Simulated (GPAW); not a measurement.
# N/Mo(100): simulated STM images

Aim: Tersoff-Hamann images of N/Mo(100) at several biases.

Program: GPAW 26.7.0. Level of theory: GPAW, PAW setups; slab in vacuum, relaxation, in the first sound run; inputs show where later runs differ. Results are calculated unless marked as measured.

## (1) Set-up

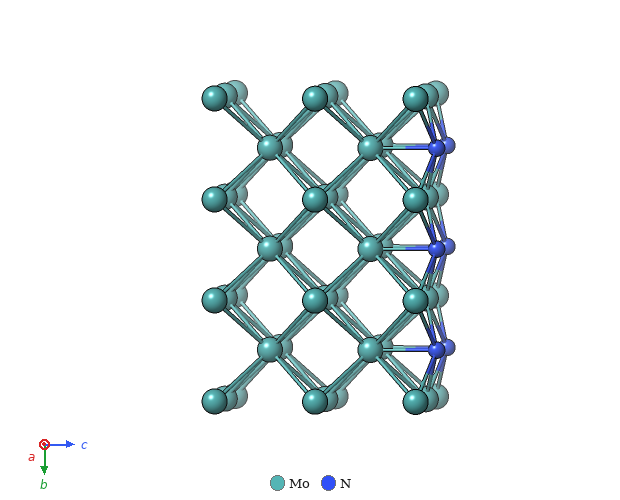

Start, viewed from the side, with the c axis across the page; molybdenum teal, nitrogen blue. 2×3×1 cells are drawn. Some periodic images of atoms are drawn too.

The cell holds 6 atoms: 5 Mo and 1 N. Cell: a = 3.150 Å, b = 3.150 Å, c = 20.800 Å, α = 90.0°, β = 90.0°, γ = 90.0°. Vacuum lies along c.

## (2) Relaxing the atoms

The atoms are relaxed first, since the surface dipole, and with it the work function, follows the positions of the outer layers. The lowest 2 atoms are held at bulk positions and keep their forces.

run.py reads:

```python
import json
import numpy as np
from ase import Atoms
from ase.constraints import FixAtoms
from ase.optimize import BFGS
from gpaw import GPAW, PW

slab = Atoms(
    ['Mo', 'Mo', 'Mo', 'Mo', 'Mo', 'N'],
    positions=[
        [0.00000, 0.00000, 7.00000],
        [1.57500, 1.57500, 8.57500],
        [0.00000, 0.00000, 10.15000],
        [1.57500, 1.57500, 11.72500],
        [0.00000, 0.00000, 13.30000],
        [1.57500, 1.57500, 13.80000]],
    cell=[[3.15, 0.0, 0.0], [0.0, 3.15, 0.0], [0.0, 0.0, 20.8]],
    pbc=[True, True, False])

slab.calc = GPAW(mode=PW(500), xc='PBE', kpts={'size': (10, 10, 1), 'gamma': True},
                 occupations={'name': 'fermi-dirac', 'width': 0.1}, nbands='160%',
                 convergence={'density': 1e-05}, maxiter=200,
                 poissonsolver={'dipolelayer': 'xy'},
                 symmetry={'tolerance': 1e-3, 'extra_ids': [1, 1, 0, 0, 0, 0]}, txt='slab.txt')
result = {}
slab.set_constraint(FixAtoms([0, 1]))
path = []
opt = BFGS(slab, maxstep=0.2)
opt.attach(lambda: path.append((slab.get_potential_energy(), slab.positions.tolist(), slab.get_forces().tolist())))
result['relaxed'] = bool(opt.run(fmax=0.03, steps=40))
result['path'] = path
energy = slab.get_potential_energy()
fermi = slab.calc.get_fermi_level()
v = slab.calc.get_electrostatic_potential().mean((0, 1)) - fermi
n = slab.calc.get_pseudo_density().mean((0, 1))
L = slab.cell[2, 2]
z = np.arange(len(v)) * L / len(v)
low, high = slab.positions[:, 2].min(), slab.positions[:, 2].max()
below, above = np.interp([low - 4.8, high + 4.8], z, v)
slopes = [np.interp(x, z, np.gradient(v, z)) for x in (low - 4.8, high + 4.8)]
eps = np.array([[slab.calc.get_eigenvalues(k, s) for k in range(len(slab.calc.get_ibz_k_points()))]
                for s in range(slab.calc.get_number_of_spins())]) - fermi
top, bottom = eps[eps < 0].max(), eps[eps > 0].min()
dipole = slab.get_dipole_moment()[2]
print(f'energy {energy:.4f} eV, Fermi level {fermi:.4f} eV, dipole {dipole:.5f} e A')
print(f'potential 4.8 A off the faces, from the Fermi level: lower {below:.4f} eV, upper {above:.4f} eV')
print(f'slope of the potential there: lower {slopes[0]:.5f}, upper {slopes[1]:.5f} eV/A')
print(f'nearest levels on the mesh: {top:.4f} and {bottom:.4f} eV')
print('magnetic moment', round(slab.get_magnetic_moment(), 3))
result.update(energy=energy, fermi=fermi, dipole=dipole, below=below, above=above, slopes=slopes, edges=[top, bottom],
              z=z.tolist(), v=v.tolist(), n=n.tolist(), positions=slab.positions.tolist(),
              forces=slab.get_forces(apply_constraint=False).tolist(), moments=slab.get_magnetic_moments().tolist())
json.dump(result, open('result.json', 'w'))
```

Command:

```console
OMP_NUM_THREADS=1 OPENBLAS_NUM_THREADS=1 python run.py
```

The program printed:

```text
Step          Energy          fmax
BFGS:    0      -61.611402        2.381270
BFGS:    1      -61.715353        1.720875
BFGS:    2      -61.831890        0.688057
BFGS:    3      -61.855719        0.582444
BFGS:    4      -61.868429        0.426514
BFGS:    5      -61.871796        0.201083
BFGS:    6      -61.872918        0.066990
BFGS:    7      -61.873003        0.053500
BFGS:    8      -61.873306        0.031659
BFGS:    9      -61.873372        0.031838
BFGS:   10      -61.873439        0.042091
BFGS:   11      -61.873594        0.045301
BFGS:   12      -61.873677        0.026300
energy -61.7766 eV, Fermi level 3.3109 eV, dipole 0.01367 e A
potential 4.8 A off the faces, from the Fermi level: lower 3.8908 eV, upper 3.6371 eV
slope of the potential there: lower -0.00329, upper 0.00133 eV/A
nearest levels on the mesh: -0.0011 and 0.0001 eV
magnetic moment 0.0
```

It took 45 min on 1 thread of Arm Neoverse V1, shared host; peak memory 0.33 GiB.

The steps of the relaxation:

```tsv
step	energy less that of the first step (eV)	largest force (eV/Å)
1	0.0000	2.3813
2	-0.1019	1.7209
3	-0.2135	0.6881
4	-0.2387	0.5824
5	-0.2541	0.4265
6	-0.2576	0.2011
7	-0.2584	0.0670
8	-0.2585	0.0535
9	-0.2589	0.0317
10	-0.2590	0.0318
11	-0.2590	0.0421
12	-0.2590	0.0453
13	-0.2590	0.0263
```

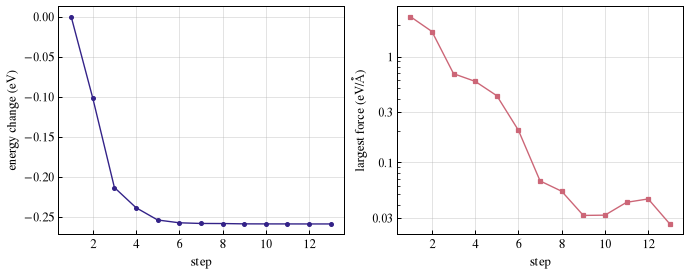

Energy and largest force along the relaxation.

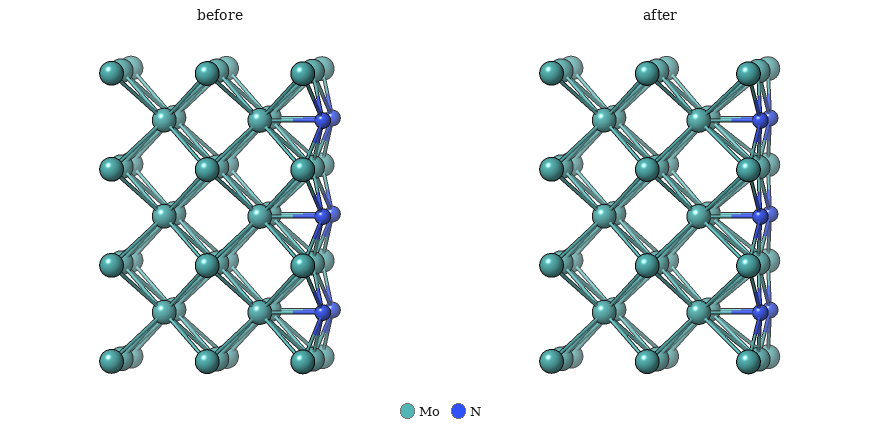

The structure before and after the relaxation, drawn at the same scale.

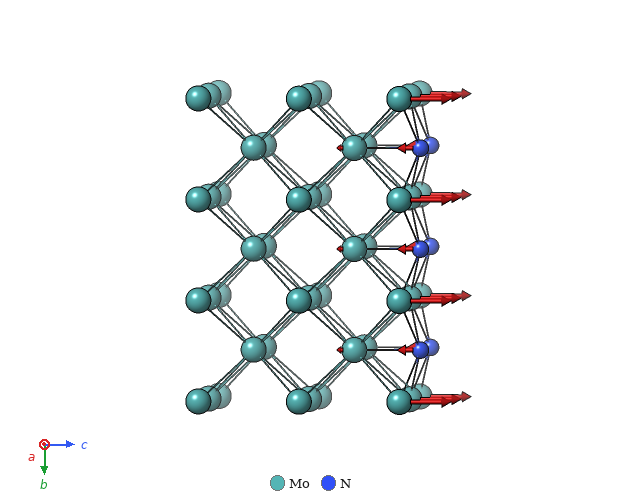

Displacements in the relaxation, exaggerated; the longest in the cell stands for 0.19 Å. 2×3×1 cells are drawn. Some periodic images of atoms are drawn too.

The atoms that moved most (Å):

```tsv
atom	dx	dy	dz	length
Mo5	0.000	0.000	0.189	0.189
N6	0.000	0.000	-0.078	0.078
Mo4	0.000	0.000	-0.033	0.033
```

Final coordinates:

```cif
data_structure
_symmetry_space_group_name_H-M 'P 1'
_symmetry_Int_Tables_number 1
_cell_length_a 3.1500
_cell_length_b 3.1500
_cell_length_c 20.8000
_cell_angle_alpha 90.000
_cell_angle_beta 90.000
_cell_angle_gamma 90.000
_cell_volume 206.39
loop_
_atom_site_label
_atom_site_type_symbol
_atom_site_fract_x
_atom_site_fract_y
_atom_site_fract_z
_atom_site_occupancy
Mo1 Mo 0.00000 0.00000 0.33654 1
Mo2 Mo 0.50000 0.50000 0.41226 1
Mo3 Mo 0.00000 0.00000 0.48806 1
Mo4 Mo 0.50000 0.50000 0.56211 1
Mo5 Mo 0.00000 0.00000 0.64850 1
N6 N 0.50000 0.50000 0.65969 1
```

Numbers from this step:

```
dipole along the normal                    : 0.01367 e·Å
levels nearest the Fermi level on the mesh : -0.001060, 1.06e-4 eV from the Fermi level
upper work function                        : 3.637 eV
lower work function                        : 3.891 eV
```

The electrostatic potential energy of an electron (without an applied field's), less the Fermi level, planar mean oscillates, so the rows of the table below give means over windows of 1.54 Å about each position, cut where the curve ends. Its maxima inside the range that stand out by 2 % of the span (Å: eV): 7.8: -7.36, 9.3: -7.84, 10.9: -8.44, 12.6: -5.14. Its minima: 7.0: -19.1, 8.6: -19.6, 10.1: -19.6, 11.7: -19.6, 13.6: -29.0.

Electrostatic potential energy of an electron (without an applied field's), less the Fermi level, planar mean against z; means over each step:

```tsv
z (Å)	electrostatic potential energy of an electron (without an applied field's), less the Fermi level, planar mean (eV)
0.77	3.88
2.31	3.89
3.85	3.83
5.39	2.22
6.93	-12.2
8.47	-13.4
10.01	-13.6
11.55	-13.5
13.09	-15.8
14.63	-2.64
16.17	3.53
17.71	3.63
19.25	3.64
```

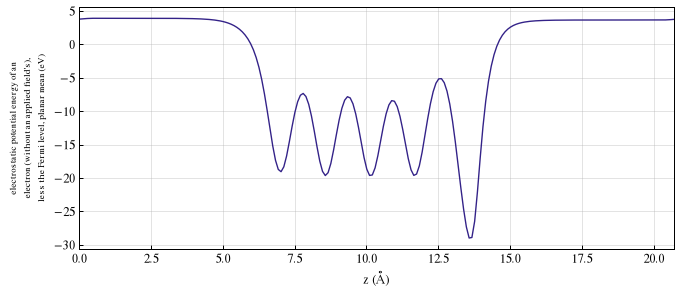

Electrostatic potential energy of an electron (without an applied field's), less the Fermi level, planar mean, plotted against z.

The pseudo valence density, planar mean oscillates, so the rows of the table below give means over windows of 1.64 Å about each position, cut where the curve ends. Its maxima inside the range that stand out by 2 % of the span (Å: e/Å³): 6.9: 1.41, 8.7: 1.40, 10.2: 1.45, 11.7: 1.43, 13.5: 1.80. Its minima: 7.7: 0.502, 9.4: 0.490, 11.0: 0.510, 12.5: 0.392.

Table of pseudo valence density, planar mean by z; means over each step:

```tsv
z (Å)	pseudo valence density, planar mean (e/Å³)
2.46	8.7e-5
4.10	0.00289
5.74	0.139
7.38	0.880
9.02	0.891
10.66	0.927
12.30	0.800
13.94	0.948
15.58	0.0209
17.22	3.0e-4
18.86	9.2e-6
```

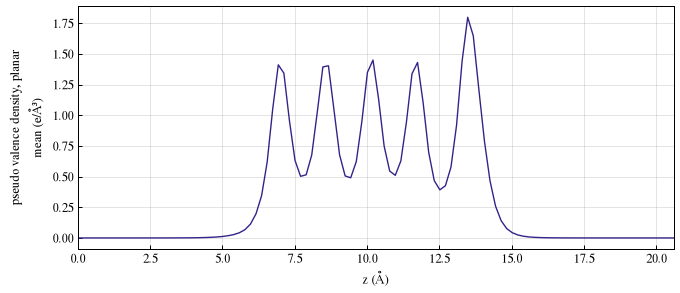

Pseudo valence density, planar mean against z.

The relaxation lowered the energy of the cell by 0.259 eV (energies extrapolated to zero smearing; the optimiser's log prints free energies). The largest force left on a free atom is 0.026 eV/Å.

## (3) Plane waves, PBE

The work function is the vacuum plateau of the electrostatic potential less the Fermi level; a dipole layer lets the two faces have plateaus of their own.

This step: GPAW, PAW setups; slab in vacuum (GPAW 26.7.0).

Edit run.py of step 2 so:

```diff
@@ -3,4 +3,3 @@
 from ase import Atoms
-from ase.constraints import FixAtoms
-from ase.optimize import BFGS
+from ase.dft.stm import STM
 from gpaw import GPAW, PW
@@ -12,6 +11,6 @@
         [1.57500, 1.57500, 8.57500],
-        [0.00000, 0.00000, 10.15000],
-        [1.57500, 1.57500, 11.72500],
-        [0.00000, 0.00000, 13.30000],
-        [1.57500, 1.57500, 13.80000]],
+        [0.00000, 0.00000, 10.15167],
+        [1.57500, 1.57500, 11.69190],
+        [0.00000, 0.00000, 13.48873],
+        [1.57500, 1.57500, 13.72161]],
     cell=[[3.15, 0.0, 0.0], [0.0, 3.15, 0.0], [0.0, 0.0, 20.8]],
@@ -23,10 +22,4 @@
                  poissonsolver={'dipolelayer': 'xy'},
-                 symmetry={'tolerance': 1e-3, 'extra_ids': [1, 1, 0, 0, 0, 0]}, txt='slab.txt')
+                 symmetry={'tolerance': 1e-3}, txt='slab.txt')
 result = {}
-slab.set_constraint(FixAtoms([0, 1]))
-path = []
-opt = BFGS(slab, maxstep=0.2)
-opt.attach(lambda: path.append((slab.get_potential_energy(), slab.positions.tolist(), slab.get_forces().tolist())))
-result['relaxed'] = bool(opt.run(fmax=0.03, steps=40))
-result['path'] = path
 energy = slab.get_potential_energy()
@@ -52,2 +45,16 @@
               forces=slab.get_forces(apply_constraint=False).tolist(), moments=slab.get_magnetic_moments().tolist())
+
+# Images need the states of the whole zone, up to time reversal
+slab.calc = slab.calc.fixed_density(symmetry={'point_group': False}, txt='states.txt', nbands='250%',
+                                    convergence={'bands': 'CBM+1.3'})
+stm = STM(slab)
+result['stm'] = []
+for bias in [-1.0, 1.0]:
+    height = high + 4.0
+    current = stm.get_averaged_current(bias, height)
+    x, y, h = stm.scan(bias, current)
+    i, f = divmod(height / L * stm.ldos.shape[2], 1)
+    I = abs((1 - f) * stm.ldos[:, :, int(i)] + f * stm.ldos[:, :, int(i) + 1])
+    print(f'bias {bias} V: mean current at 4.0 A {current:.4e}, corrugation {np.ptp(h):.4f} A')
+    result['stm'].append(dict(bias=bias, current=current, h=(h - high).tolist(), I=I.tolist()))
 json.dump(result, open('result.json', 'w'))
```

The program printed:

```text
energy -61.7766 eV, Fermi level 3.3109 eV, dipole 0.01366 e A
potential 4.8 A off the faces, from the Fermi level: lower 3.8909 eV, upper 3.6370 eV
slope of the potential there: lower -0.00328, upper 0.00133 eV/A
nearest levels on the mesh: -0.0011 and 0.0002 eV
magnetic moment 0.0
bias -1.0 V: mean current at 4.0 A 3.3188e-05, corrugation 0.0932 A
bias 1.0 V: mean current at 4.0 A 3.9695e-05, corrugation 0.3234 A
```

It took 11 min on 1 thread; peak memory 0.87 GiB.

Numbers from this step:

| Property | Result |
| --- | --- |
| dipole along the normal | 0.01366 e·Å |
| levels nearest the Fermi level on the mesh | -0.001118, 1.76e-4 eV from the Fermi level |
| corrugation -1 | 0.09319 Å |
| corrugation 1 | 0.3234 Å |

The electrostatic potential energy of an electron (without an applied field's), less the Fermi level, planar mean oscillates, so the rows of the table below give means over windows of 1.54 Å about each position, cut where the curve ends. Its maxima inside the range that stand out by 2 % of the span (Å: eV): 7.8: -7.36, 9.3: -7.84, 10.9: -8.44, 12.6: -5.14. Its minima: 7.0: -19.1, 8.6: -19.6, 10.1: -19.6, 11.7: -19.6, 13.6: -29.0.

Electrostatic potential energy of an electron (without an applied field's), less the Fermi level, planar mean against z; means over each step:

(Unchanged from step 2.)

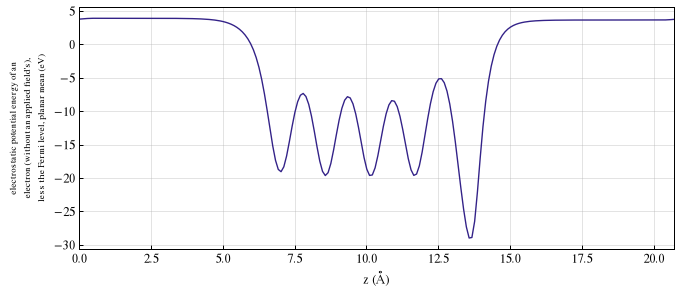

Electrostatic potential energy of an electron (without an applied field's), less the Fermi level, planar mean against z.

The pseudo valence density, planar mean oscillates, so the rows of the table below give means over windows of 1.64 Å about each position, cut where the curve ends. Its maxima inside the range that stand out by 2 % of the span (Å: e/Å³): 6.9: 1.41, 8.7: 1.40, 10.2: 1.45, 11.7: 1.43, 13.5: 1.80. Its minima: 7.7: 0.502, 9.4: 0.490, 11.0: 0.510, 12.5: 0.392.

The pseudo valence density, planar mean by z; means over each step:

```tsv
z (Å)	pseudo valence density, planar mean (e/Å³)
2.46	8.7e-5
4.10	0.00289
5.74	0.139
7.38	0.880
9.02	0.891
10.66	0.927
12.30	0.800
13.94	0.948
15.58	0.0209
17.22	3.0e-4
18.86	9.3e-6
```

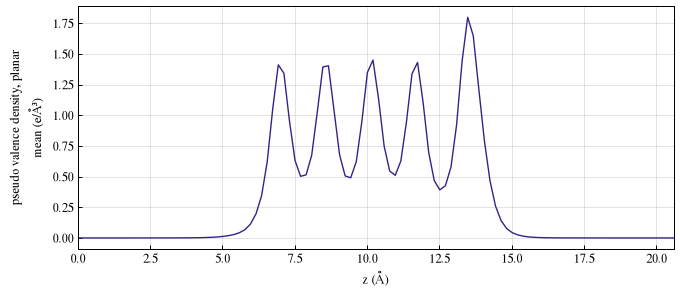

Pseudo valence density, planar mean against z.

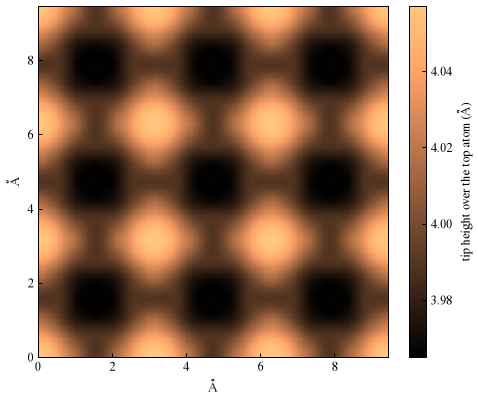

Tip height over the top atom over a1 and a2. Sample bias -1 V, constant current at the mean current 4.0 Å over the top atom. The cell is repeated, with its origin at the lower left corner.

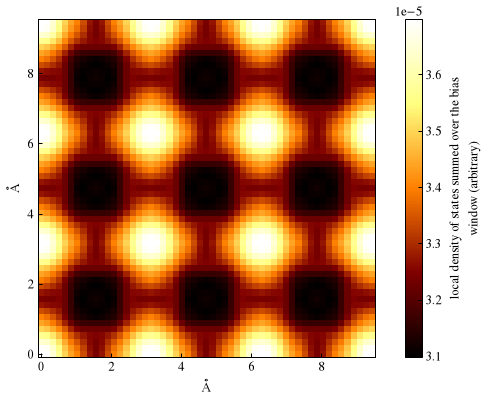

Local density of states summed over the bias window over a1 and a2. Sample bias -1 V, constant height 4.0 Å over the top atom. The cell is repeated, with its origin at the lower left corner.

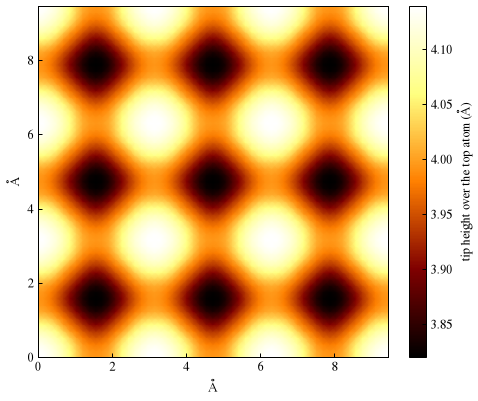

Tip height over the top atom over a1 and a2. Sample bias 1 V, constant current at the mean current 4.0 Å over the top atom. The cell is repeated, with its origin at the lower left corner.

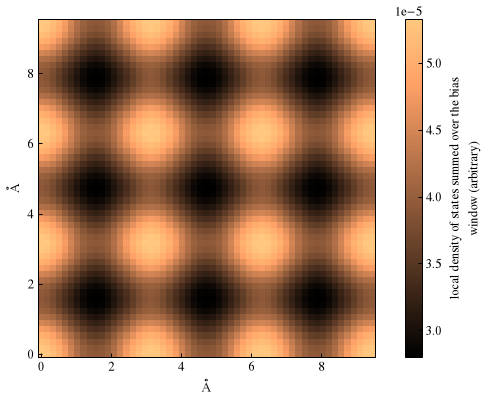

Local density of states summed over the bias window over a1 and a2. Sample bias 1 V, constant height 4.0 Å over the top atom. The cell is repeated, with its origin at the lower left corner.

Force by atom:

```tsv
atom	x (eV/Å)	y (eV/Å)	z (eV/Å)	size
Mo1	0.00	0.00	1.46	1.46
Mo2	0.00	0.00	-1.50	1.50
Mo3	0.00	0.00	-0.03	0.03
Mo4	0.00	0.00	0.00	0.00
Mo5	0.00	0.00	0.01	0.01
N6	0.00	0.00	0.00	0.00
```

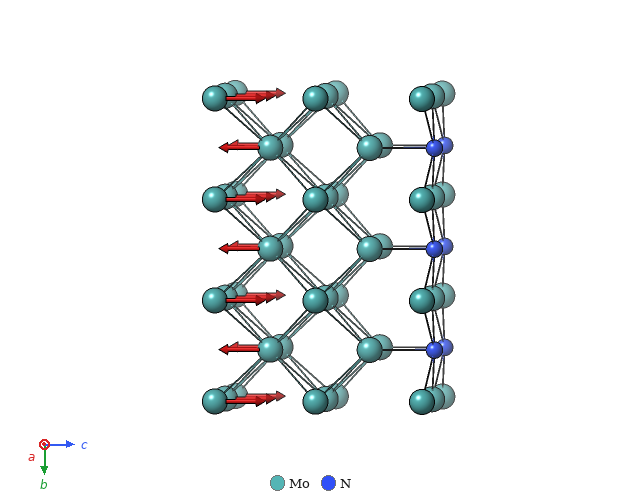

Force as arrows, the longest 1.50 eV/Å. 2×3×1 cells are drawn. Some periodic images of atoms are drawn too.

The potential is flat to 0.003 eV/Å where it is read, so the vacuum is wide enough.

## (4) Outcome

```yaml
work_function_upper_and_lower_face: 3.637 and 3.891 eV
dipole_along_the_normal: 0.0137 e Å
corrugation_at_minus_1_v: 0.0932 Å
corrugation_at_1_v: 0.323 Å
```

What this shows: The corrugation at constant current is largest at 1 V, where the tip height varies by 0.32 Å over the cell. Negative sample bias images filled states, positive bias empty ones. The two faces differ by 0.25 eV, the step that the slab's dipole makes (e p/(ε0 A) gives 0.25 eV), so the dipole layer is needed. The images are of Tersoff-Hamann type: an s-wave tip, no tip-sample forces, heights closer than in a microscope. The cell of 9.92 Å² holds one N, started on one chosen site; other sites and coverages weren't tried. The in-plane lattice was kept as typed, which isn't the functional's own and leaves some strain; spin-orbit coupling and temperature are left out.

[Logs are printed without paths, hosts, clocks, repeated set-up lines and the standing remarks that a program may print on its own settings, such as how far it seeks lower states.]

[Hosts, paths, dates, database ids (printed as entryN), source tags and the programs' standing remarks are cut or masked in the printed files.]
